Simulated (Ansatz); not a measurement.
# Saddle-point search, with input and output: AlH$_{7}$O$_{2}$

The run: saddle-point search of AlH$_{7}$O$_{2}$. Method and program: RKS PBE0-D4/def2-TZVP (Ansatz 0.2.0).

The geometry is a guess of a transition state. The reaction was set up to form Al1–O6, H5–O8 and H2–H7 and to break Al1–H2, H5–O6 and H7–O8 (atoms counted from 1 in the order of the input); sticks are drawn by distance alone. Figures and captions count atoms from 1; the log counts them from 0 in places.

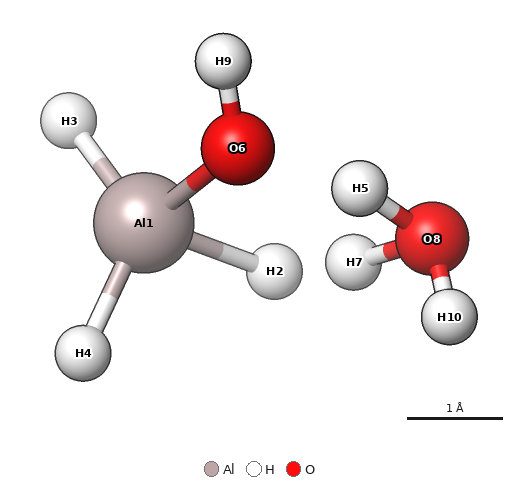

The starting structure (ball-and-stick view, seen at a tilt; atoms are numbered from 1 in the order of the input). Sticks mark near contacts. Bond lengths as drawn: Al–H 1.59 to 1.75 Å, Al–O 1.83 Å and H–O 0.96 to 1.21 Å.

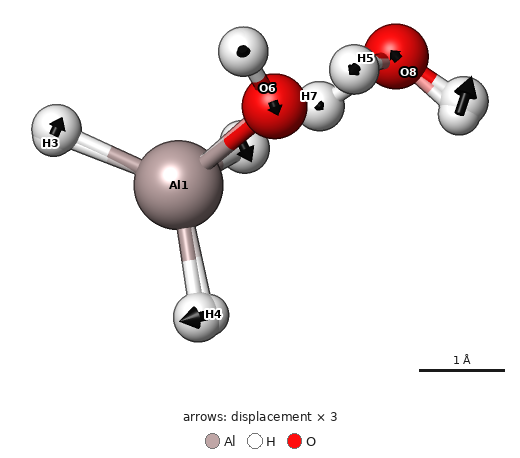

Start (faint) and end (solid) with the displacements as black arrows, magnified 3 times (ball-and-stick view, seen at a tilt). The two geometries are laid on each other by the best rigid fit. H10 moves most after the best rigid fit: 0.17 Å. By element the largest moves are H 0.17 Å, O 0.06 Å, Al 0.01 Å. Among the contacts that change: H5–O8 1.080 → 1.103 Å, H7–O8 1.208 → 1.194 Å, Al1–H2 1.750 → 1.743 Å. Among the angles that change: H5–O8–H10 107.3° → 110.2°, Al1–O6–H9 120.5° → 118.3°. (Atoms are counted from 1 in the order of the input.)

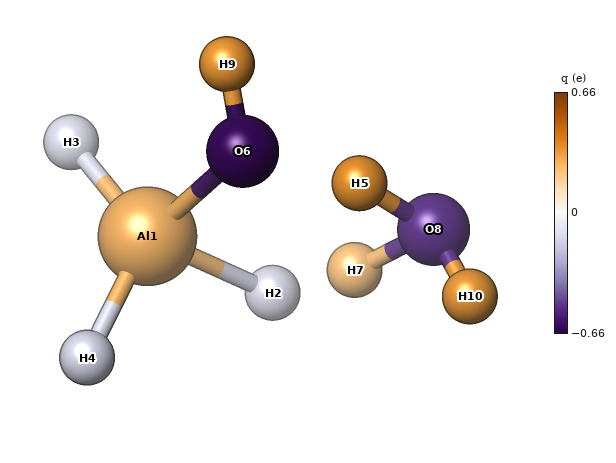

Mulliken charges, as the colour of each atom (ball-and-stick view, seen at a tilt; atoms are numbered from 1 in the order of the input). By element: Al +0.30, H −0.16 to +0.37 and O −0.63 to −0.54 e.

The input that produced these results follows, with the program's output.

### Input
```yaml
crystal:
  periodic: [false, false, false]
  atoms:
    - {symbol: Al, position_ang: [-1.033596, 0.431245, -0.672464]}
    - {symbol: H, position_ang: [-0.764958, -1.220507, -0.160533]}
    - {symbol: H, position_ang: [-1.246026, 0.395307, -2.252547]}
    - {symbol: H, position_ang: [-2.132574, 0.964642, 0.350453]}
    - {symbol: H, position_ang: [1.158968, -0.008462, 0.518817]}
    - {symbol: O, position_ang: [0.633903, 1.023317, -0.221652]}
    - {symbol: H, position_ang: [0.103794, -1.206203, 0.414313]}
    - {symbol: O, position_ang: [1.148286, -0.985079, 0.979747]}
    - {symbol: H, position_ang: [1.186797, 1.465002, -0.872374]}
    - {symbol: H, position_ang: [0.945505, -0.859261, 1.916341]}
basis:
  gaussian: {orbitals: def2-TZVP}
hamiltonian: {xc: pbe0, dispersion: d4}
saddle:
  f_tol: 0.01
  max_steps: 150
  mode_guess:
    - [0.1053, 0.2467, -0.0259]
    - [0.1372, -0.0956, 0.1022]
    - [-0.0356, -0.1072, 0.0124]
    - [-0.0010, -0.1051, 0.0162]
    - [0.1774, -0.3187, 0.3270]
    - [-0.1045, 0.1858, -0.1046]
    - [-0.5539, 0.0221, -0.4107]
    - [0.2217, 0.0279, 0.1140]
    - [-0.0199, 0.0709, -0.0953]
    - [0.0732, 0.0733, 0.0646]
```

### The program's output
```
Functional definition: PBE0
  name "PBE0"
  cite "Adamo & Barone, J. Chem. Phys. 110, 6158 (1999) doi:10.1063/1.478522"
  cite "Perdew, Burke & Ernzerhof, Phys. Rev. Lett. 77, 3865 (1996) doi:10.1103/PhysRevLett.77.3865"
  parent pbe
  parameter a = 0.25
  parameter kappa = 0.804
  parameter beta = 0.06672455060314922
  exchange = (1 - a)*pbe_x(kappa = kappa, mu = beta*pi^2/3) + a*exact_x
  correlation = pbe_c(beta = beta)
889 factors; their error is unknown
mean field evaluation 1: about -10793.1569 eV, gradient 6.4e1 eV
mean field evaluation 2: about -10783.9827 eV, gradient 9.6e1 eV
mean field evaluation 4: about -10799.5267 eV, gradient 3.3e0 eV
mean field evaluation 8: about -10799.5633 eV, gradient 2.9e-2 eV
mean field -10799.56332625 eV, -396.8766320326 hartree, gradient 6.4e-5 eV, S^2 0.000000; 0 other end points of the search recorded, 0 dependent functions left out
the calculation of the forces begins
reference -10799.56335876 eV, -396.8766332275 hartree; 18, 18 occupied and 123, 123 virtual orbitals, 889 factors
these checks for a lower state are left out or cut short: stability, starts, cluster_reference, orbital_swaps, neighbouring_geometries, increment
889 factors; their error is unknown
mean field evaluation 16: about -10799.5457 eV, gradient 1.4e-3 eV
mean field -10799.56553114 eV, -396.8767130608 hartree, gradient 1.4e-6 eV, S^2 0.000000; 0 other end points of the search recorded, 0 dependent functions left out
[... from here on the field's lines of each further geometry are left out, up to the last ...]
saddle step   1: F+E_penalty+E_count = -10799.67394765 eV  max|allowed force component| = 2.228e-1 eV/Å  curvature = -5.5931 eV/Å²  mode residual = 4.76e-1 eV/Å²  Δτ_max = 0.0000 Å  (1 rotations, 3 force calls, 66 SCF iters)  cluster: 3 rotations left out, max|force component along them| = 1.079e-7 eV/Å
saddle step   2: F+E_penalty+E_count = -10799.67341006 eV  max|allowed force component| = 2.121e-1 eV/Å  curvature = -5.6595 eV/Å²  mode residual = 5.40e-1 eV/Å²  Δτ_max = 0.0247 Å  (1 rotations, 3 force calls, 71 SCF iters)  cluster: 3 rotations left out, max|force component along them| = 7.233e-8 eV/Å
saddle step   3: F+E_penalty+E_count = -10799.67598721 eV  max|allowed force component| = 1.029e-1 eV/Å  curvature = -5.8799 eV/Å²  mode residual = 4.69e-1 eV/Å²  Δτ_max = 0.0212 Å  (1 rotations, 3 force calls, 70 SCF iters)  cluster: 3 rotations left out, max|force component along them| = 7.480e-8 eV/Å
saddle step   4: F+E_penalty+E_count = -10799.67643144 eV  max|allowed force component| = 7.111e-2 eV/Å  curvature = -5.9251 eV/Å²  mode residual = 3.60e-1 eV/Å²  Δτ_max = 0.0047 Å  (1 rotations, 3 force calls, 72 SCF iters)  cluster: 3 rotations left out, max|force component along them| = 7.467e-8 eV/Å
saddle step   5: F+E_penalty+E_count = -10799.67773883 eV  max|allowed force component| = 6.218e-2 eV/Å  curvature = -6.0821 eV/Å²  mode residual = 1.05e0 eV/Å²  Δτ_max = 0.0288 Å  (1 rotations, 3 force calls, 71 SCF iters)  cluster: 3 rotations left out, max|force component along them| = 7.270e-8 eV/Å
saddle step   6: F+E_penalty+E_count = -10799.67790968 eV  max|allowed force component| = 7.193e-2 eV/Å  curvature = -6.1019 eV/Å²  mode residual = 8.01e-1 eV/Å²  Δτ_max = 0.0149 Å  (1 rotations, 3 force calls, 71 SCF iters)  cluster: 3 rotations left out, max|force component along them| = 7.203e-8 eV/Å
saddle step   7: F+E_penalty+E_count = -10799.67873128 eV  max|allowed force component| = 5.777e-2 eV/Å  curvature = -6.1587 eV/Å²  mode residual = 3.98e-1 eV/Å²  Δτ_max = 0.0051 Å  (1 rotations, 3 force calls, 72 SCF iters)  cluster: 3 rotations left out, max|force component along them| = 7.319e-8 eV/Å
saddle step   8: F+E_penalty+E_count = -10799.67916660 eV  max|allowed force component| = 4.527e-2 eV/Å  curvature = -6.1813 eV/Å²  mode residual = 3.71e-1 eV/Å²  Δτ_max = 0.0066 Å  (1 rotations, 3 force calls, 72 SCF iters)  cluster: 3 rotations left out, max|force component along them| = 7.316e-8 eV/Å
saddle step   9: F+E_penalty+E_count = -10799.67972670 eV  max|allowed force component| = 5.839e-2 eV/Å  curvature = -6.1949 eV/Å²  mode residual = 2.52e-1 eV/Å²  Δτ_max = 0.0158 Å  (1 rotations, 3 force calls, 71 SCF iters)  cluster: 3 rotations left out, max|force component along them| = 7.180e-8 eV/Å
saddle step  10: F+E_penalty+E_count = -10799.68015628 eV  max|allowed force component| = 2.220e-2 eV/Å  curvature = -6.2055 eV/Å²  mode residual = 2.96e-1 eV/Å²  Δτ_max = 0.0155 Å  (1 rotations, 3 force calls, 71 SCF iters)  cluster: 3 rotations left out, max|force component along them| = 7.008e-8 eV/Å
saddle step  11: F+E_penalty+E_count = -10799.68036166 eV  max|allowed force component| = 9.365e-2 eV/Å  curvature = -6.2386 eV/Å²  mode residual = 4.28e-1 eV/Å²  Δτ_max = 0.0223 Å  (1 rotations, 3 force calls, 71 SCF iters)  cluster: 3 rotations left out, max|force component along them| = 6.700e-8 eV/Å
saddle step  12: F+E_penalty+E_count = -10799.68052598 eV  max|allowed force component| = 2.324e-2 eV/Å  curvature = -6.2515 eV/Å²  mode residual = 2.07e-1 eV/Å²  Δτ_max = 0.0046 Å  (1 rotations, 3 force calls, 72 SCF iters)  cluster: 3 rotations left out, max|force component along them| = 6.975e-8 eV/Å
saddle step  13: F+E_penalty+E_count = -10799.68059192 eV  max|allowed force component| = 1.567e-2 eV/Å  curvature = -6.2271 eV/Å²  mode residual = 2.12e-1 eV/Å²  Δτ_max = 0.0039 Å  (1 rotations, 3 force calls, 72 SCF iters)  cluster: 3 rotations left out, max|force component along them| = 7.019e-8 eV/Å
saddle step  14: F+E_penalty+E_count = -10799.68062724 eV  max|allowed force component| = 1.028e-2 eV/Å  curvature = -6.2164 eV/Å²  mode residual = 1.68e-1 eV/Å²  Δτ_max = 0.0027 Å  (1 rotations, 3 force calls, 72 SCF iters)  cluster: 3 rotations left out, max|force component along them| = 6.988e-8 eV/Å
saddle step  15: F+E_penalty+E_count = -10799.68072205 eV  max|allowed force component| = 2.589e-2 eV/Å  curvature = -6.2731 eV/Å²  mode residual = 3.86e-1 eV/Å²  Δτ_max = 0.0138 Å  (1 rotations, 3 force calls, 72 SCF iters)  cluster: 3 rotations left out, max|force component along them| = 6.835e-8 eV/Å
saddle step  16: F+E_penalty+E_count = -10799.68086381 eV  max|allowed force component| = 1.624e-2 eV/Å  curvature = -6.1815 eV/Å²  mode residual = 2.32e-1 eV/Å²  Δτ_max = 0.0088 Å  (1 rotations, 3 force calls, 72 SCF iters)  cluster: 3 rotations left out, max|force component along them| = 6.872e-8 eV/Å
saddle step  17: F+E_penalty+E_count = -10799.68091197 eV  max|allowed force component| = 1.736e-2 eV/Å  curvature = -6.1866 eV/Å²  mode residual = 2.06e-1 eV/Å²  Δτ_max = 0.0050 Å  (1 rotations, 3 force calls, 72 SCF iters)  cluster: 3 rotations left out, max|force component along them| = 6.914e-8 eV/Å
saddle step  18: F+E_penalty+E_count = -10799.68097682 eV  max|allowed force component| = 1.826e-2 eV/Å  curvature = -6.1857 eV/Å²  mode residual = 2.01e-1 eV/Å²  Δτ_max = 0.0111 Å  (1 rotations, 3 force calls, 72 SCF iters)  cluster: 3 rotations left out, max|force component along them| = 6.858e-8 eV/Å
saddle step  19: F+E_penalty+E_count = -10799.68093296 eV  max|allowed force component| = 3.082e-2 eV/Å  curvature = -6.1963 eV/Å²  mode residual = 2.21e-1 eV/Å²  Δτ_max = 0.0111 Å  (1 rotations, 3 force calls, 72 SCF iters)  cluster: 3 rotations left out, max|force component along them| = 6.827e-8 eV/Å
saddle step  20: F+E_penalty+E_count = -10799.68101387 eV  max|allowed force component| = 1.512e-2 eV/Å  curvature = -6.1807 eV/Å²  mode residual = 1.67e-1 eV/Å²  Δτ_max = 0.0024 Å  (1 rotations, 3 force calls, 72 SCF iters)  cluster: 3 rotations left out, max|force component along them| = 6.924e-8 eV/Å
saddle step  21: F+E_penalty+E_count = -10799.68103283 eV  max|allowed force component| = 1.150e-2 eV/Å  curvature = -6.1718 eV/Å²  mode residual = 1.53e-1 eV/Å²  Δτ_max = 0.0020 Å  (1 rotations, 3 force calls, 72 SCF iters)  cluster: 3 rotations left out, max|force component along them| = 6.901e-8 eV/Å
saddle step  22: F+E_penalty+E_count = -10799.68104493 eV  max|allowed force component| = 5.193e-3 eV/Å  curvature = -6.1582 eV/Å²  mode residual = 1.93e-1 eV/Å²  Δτ_max = 0.0040 Å  (1 rotations, 9 force calls, 198 SCF iters)  cluster: 3 rotations left out, max|force component along them| = 6.884e-8 eV/Å
saddle search: the force at step 23 is within saddle.f_tol, and the search now checks the order of the point unasked, as it does wherever a lone molecule whose rigid rotations it leaves out would converge (saddle.isolated_cluster): at most 100 rotations across the mode and 202 force calls, two more next to a line or behind a second negative curvature, two more where it reads a positive, two for each turn that reads one and six more at each negative that it reads, and up to 22 at one that stands (24 where saddle.amplitude is under 0.005 Å), over each length that the point is read over (saddle.order_check: false declines the check)
saddle search: the rotation starts from a random direction (saddle.seed = 0)
the calculation of the forces begins
reference -10799.57102802 eV, -396.8769150674 hartree; 18, 18 occupied and 123, 123 virtual orbitals, 889 factors
889 factors; their error is unknown
mean field evaluation 800: about -10799.5504 eV, gradient 1.0e-4 eV
mean field -10799.57101225 eV, -396.8769144880 hartree, gradient 1.9e-5 eV, S^2 0.000000; 1 other end points of the search recorded, 0 dependent functions left out
the calculation of the forces begins
reference -10799.57104498 eV, -396.8769156909 hartree; 18, 18 occupied and 123, 123 virtual orbitals, 889 factors
saddle step  23: F+E_penalty+E_count = -10799.68104957 eV  max|allowed force component| = 3.906e-4 eV/Å  curvature = -6.1245 eV/Å² (error put at 0.0117; -6.1361 at half of saddle.amplitude)  mode residual = 1.13e-1 eV/Å²  Δτ_max = 0.0013 Å  (1 rotations, 41 force calls, 868 SCF iters)  order check (unasked): unresolved, curvature across the mode = +0.0687 eV/Å² (33 force calls)  cluster: 3 rotations left out, max|force component along them| = 6.897e-8 eV/Å
saddle search: converged; its order check could not tell the order of the point: after 30 rotations it read +0.069 eV/Å² across the mode with a residual of 9.48e-2 eV/Å², and holds the second-lowest curvature to +0.069 eV/Å² at the most. That shows no second curvature under the negative of saddle.curvature_tol, and does not show that there is none
Total energy: -10799.68108230 eV, -396.8809594879 hartree
Atom 0 at    -1.047971     0.434121    -0.671557 Å, force     0.000255     0.000205    -0.000053 eV/Å
Atom 1 at    -0.809609    -1.189531    -0.085095 Å, force     0.000140    -0.000066     0.000193 eV/Å
Atom 2 at    -1.168662     0.366206    -2.256490 Å, force     0.000001    -0.000094     0.000006 eV/Å
Atom 3 at    -2.193727     1.022290     0.258232 Å, force    -0.000112     0.000057    -0.000035 eV/Å
Atom 4 at     1.125309     0.024776     0.506729 Å, force    -0.000117     0.000092     0.000012 eV/Å
Atom 5 at     0.597657     1.044084    -0.176303 Å, force    -0.000164    -0.000192    -0.000139 eV/Å
Atom 6 at     0.096606    -1.200357     0.445805 Å, force     0.000030     0.000144    -0.000044 eV/Å
Atom 7 at     1.165734    -0.990961     0.933565 Å, force    -0.000251    -0.000391    -0.000143 eV/Å
Atom 8 at     1.154597     1.441493    -0.846790 Å, force    -0.000004     0.000211     0.000079 eV/Å
Atom 9 at     1.080166    -0.952120     1.892005 Å, force     0.000221     0.000034     0.000124 eV/Å
Dipole moment:     0.562686    -0.052907     0.382394 e Å
```

### Summary

```tsv
quantity	value
outcome	converged
total energy	−10799.6811 eV
mean-field energy	−10799.5710 eV
dispersion energy	−0.1100 eV
largest force (length of the vector) at the end	under 0.001 eV/Å
dipole moment	3.28 D
hardware	2 CPU threads, shared host
wall time	3.4 min (CPU time 6.1 min)
peak memory	0.32 GiB
```

### Remarks

The program could not tell the order of the saddle point.
